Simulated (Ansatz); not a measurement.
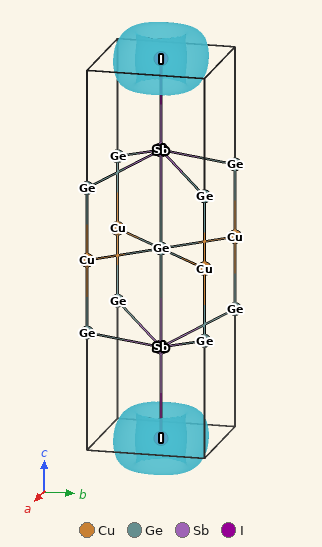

Figure 1: CuGe3Sb2I. Isosurface of the electron localisation function at 0.65 (cyan), seen slightly off an axis. Only the valence region is drawn (cores and ρ < 0.01 e/Å³ removed). Sticks mark near contacts.

Space group P4/mmm; a generated structure, not necessarily the stable one; computed without spin polarisation.

Method: Ansatz, DFT PBE, scalar-relativistic, plane waves, PAW.

```xyz
7
Lattice="3.8383 0.0000 0.0000 0.0000 3.8383 0.0000 0.0000 0.0000 12.4777" Properties=species:S:1:pos:R:3 pbc="T T T"
Cu    0.0000    0.0000    6.2389
Ge    0.0000    0.0000    3.8648
Ge    0.0000    0.0000    8.6129
Ge    1.9191    1.9191    6.2389
Sb    1.9191    1.9191    9.4781
Sb    1.9191    1.9191    2.9996
I     1.9191    1.9191    0.0000
```

Q: What do the ELF domains correspond to?

A: The ELF exceeds this value in one region wrapped around I (its valence shell), counted in one cell of 7 atoms. Any copies at cell faces, edges or corners count once. Along the contacts the grid gives the following. Cu–Ge (2.37 Å): the ELF is about 0.50 at the midpoint. Ge–Sb (2.85 Å): the ELF reaches about 0.60 near the midpoint.

Q: How much charge does the calculation move between the atoms?

A: Electrons move from Sb towards Cu and I. Bader charges: Cu −0.14, Ge 0.00 to +0.12, Sb +0.13 and I −0.25 e.
